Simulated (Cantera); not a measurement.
Charge: 1 mol K2CO3, a varied amount of H2, 0.084 mol H2O, held at 1225 °C and 10.0 mbar.

Cantera equilibrium calculation (NASA polynomials, part measured and part estimated; ideal gas, pure solids and liquids). Candidate condensed phases: C, C6H6, C7H8, C8H18, H2O, K, KOH, KO2, K2CO3, K2O, K2O2; 116 gas species. Kinetics and transport are ignored.

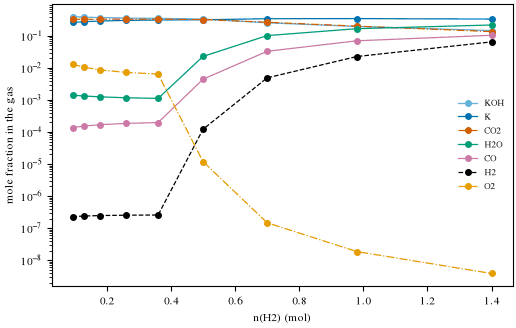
Figure. Equilibrium gas composition (values under 1e-9 drawn at 1e-9)

Read off the mole fractions at 0.26 mol H2.

KOH about 0.36, CO2 about 0.33, K about 0.30, O2 about 0.0072, H2O about 0.0012, CO about 0.00019, H2 about 2.5e-7.
